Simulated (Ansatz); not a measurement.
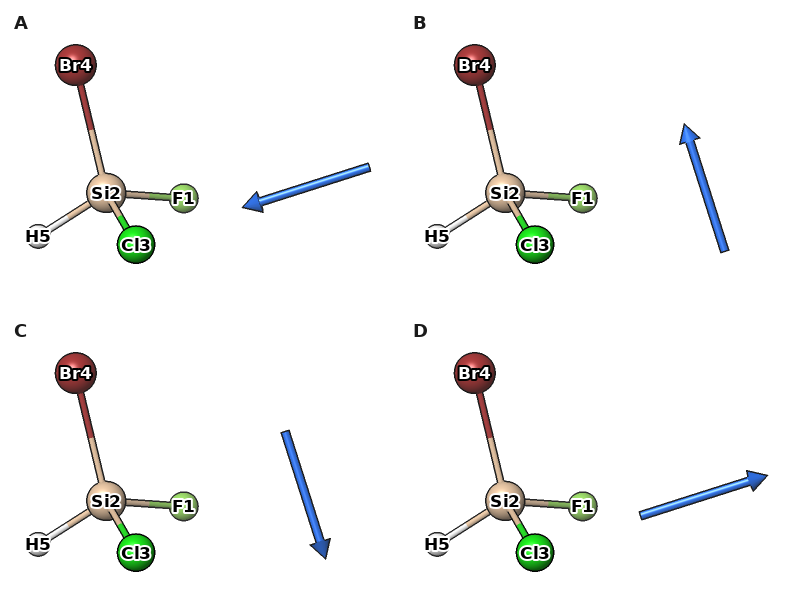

The same molecule four times, each with an arrow. The geometry was computed by an optimisation with PBE-D4/def2-SVP. No frequency run is at hand to confirm it as a minimum. Method: RKS PBE-D4/def2-SVP (Ansatz 0.2.0).

> Which arrow points along the dipole moment, from the negative to the positive end?

A. The dipole moment is 1.05 D; it points from the side of F1 to the side of H5 (the outermost atoms at the two ends).
